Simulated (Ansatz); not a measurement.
Single-point calculation, with input and output: GaH4ClO2

- system: GaH4ClO2
- method: RKS PBE0-D4/def2-TZVPP (Ansatz 0.2.0)

The geometry is the reactant side of a reaction. The reaction was set up to form Ga1–H6 and Cl2–H5 and to break Ga1–Cl2 and H5–H6 (atoms counted from 1 in the order of the input); sticks are drawn by distance alone. The geometry comes from this level: PBE0-D4/def2-TZVP.

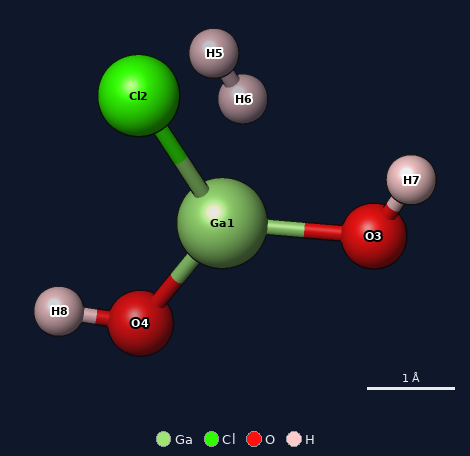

**Figure 1.** The input geometry (ball-and-stick view, seen at a tilt; atoms are numbered from 1 in the order of the input). Sticks mark near contacts. Bond lengths as drawn: Cl–Ga 2.14 Å, Ga–O 1.77 Å, H–H 0.75 Å and H–O 0.96 Å.

**Results in brief**

| quantity | value |
| --- | --- |
| outcome | converged |
| total energy | −69049.4853 eV |
| mean-field energy | −69049.3511 eV |
| dispersion energy | −0.1342 eV |
| SCF solution under orbital rotations | stable |
| HOMO | −9.18 eV |
| LUMO | −0.99 eV |
| hardware | 4 threads of Arm Neoverse V1, 23 GiB of memory available, shared host |
| wall time | 2.5 s (CPU time 9.3 s) |
| peak memory | 0.51 GiB |

**Input**
```yaml
crystal:
  periodic: [false, false, false]
  atoms:
    - {symbol: Ga, position_ang: [-0.216113, -0.491336, -0.357226]}
    - {symbol: Cl, position_ang: [1.607568, -1.601031, -0.201903]}
    - {symbol: O, position_ang: [-0.483296, 0.618753, -1.704031]}
    - {symbol: O, position_ang: [-1.524770, -0.741826, 0.801348]}
    - {symbol: H, position_ang: [1.149096, 1.274601, 1.169311]}
    - {symbol: H, position_ang: [0.503064, 1.650144, 1.109393]}
    - {symbol: H, position_ang: [0.268077, 0.672078, -2.299188]}
    - {symbol: H, position_ang: [-1.303724, -1.381284, 1.482395]}
basis:
  gaussian: {orbitals: def2-TZVPP}
hamiltonian: {xc: pbe0, dispersion: d4}
output: {orbitals: {seedname: orbitals}}
```

Command:
```bash
ansatz run in.yaml --threads 4 --pin off --events-out ev --progress --plain --max-ram 9574MiB
```

**The program's output**
```
Functional definition: PBE0
  name "PBE0"
  cite "Adamo & Barone, J. Chem. Phys. 110, 6158 (1999) doi:10.1063/1.478522"
  cite "Perdew, Burke & Ernzerhof, Phys. Rev. Lett. 77, 3865 (1996) doi:10.1103/PhysRevLett.77.3865"
  parent pbe
  parameter a = 0.25
  parameter kappa = 0.804
  parameter beta = 0.06672455060314922
  exchange = (1 - a)*pbe_x(kappa = kappa, mu = beta*pi^2/3) + a*exact_x
  correlation = pbe_c(beta = beta)
1276 factors; their error is unknown
mean field evaluation 1: about -69038.7953 eV, gradient 8.1e1 eV
mean field evaluation 2: about -69004.1408 eV, gradient 1.6e2 eV
mean field evaluation 4: about -69049.0524 eV, gradient 6.4e0 eV
mean field evaluation 8: about -69049.3511 eV, gradient 2.4e-1 eV
mean field evaluation 16: about -69049.3511 eV, gradient 1.4e-5 eV
mean field -69049.35111890 eV, -2537.5168502885 hartree, gradient 1.4e-5 eV, S^2 0.000000; 0 other end points of the search recorded, 0 dependent functions left out
reference -69049.35114894 eV, -2537.5168513925 hartree; 34, 34 occupied and 174, 174 virtual orbitals, 1276 factors
Total energy: -69049.48531099 eV, -2537.5217817569 hartree
```

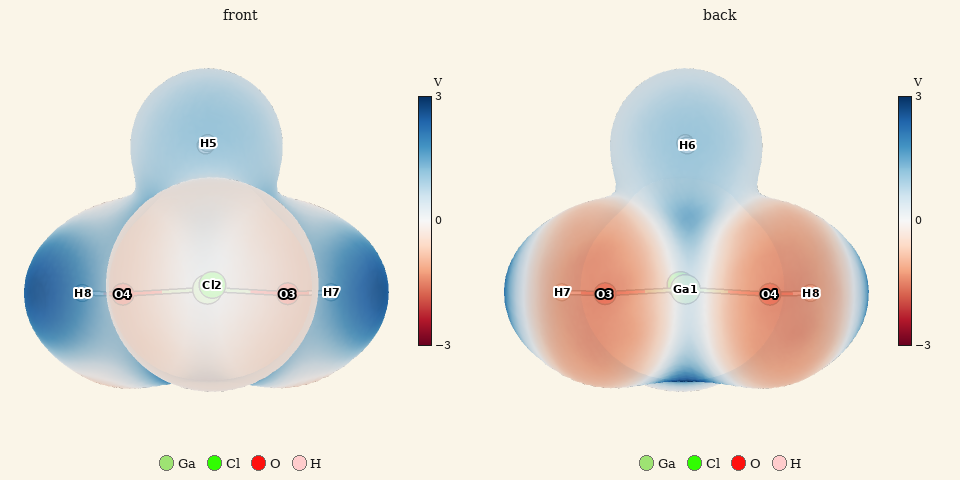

**Figure 2.** The electrostatic potential painted on the density surface at 0.002 e/bohr³, seen face on and from behind; the colour scale runs from red (negative) to blue (positive). A positive charge is drawn to the negative regions and a negative charge to the positive ones.

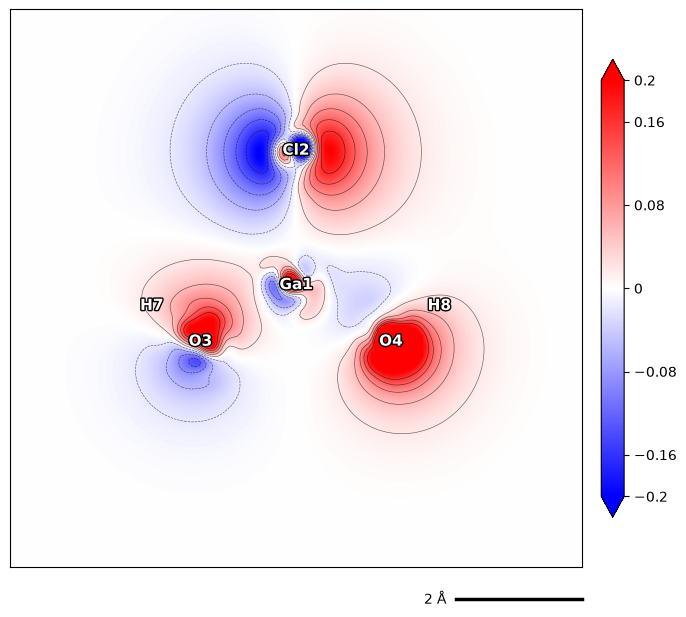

**Figure 3.** One frontier orbital on the plane of atoms Cl2, Ga1 and O3 (values in Å⁻³ᐟ²; the overall sign is arbitrary). The HOMO, at −9.18 eV.

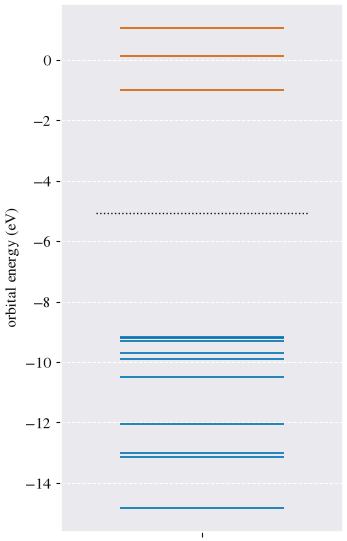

**Figure 4.** Orbital energies near the frontier; the dotted line parts filled from empty levels, and levels within 0.02 eV of each other stand side by side. Highest filled −9.18 eV, lowest empty −0.99 eV, 8.19 eV apart.
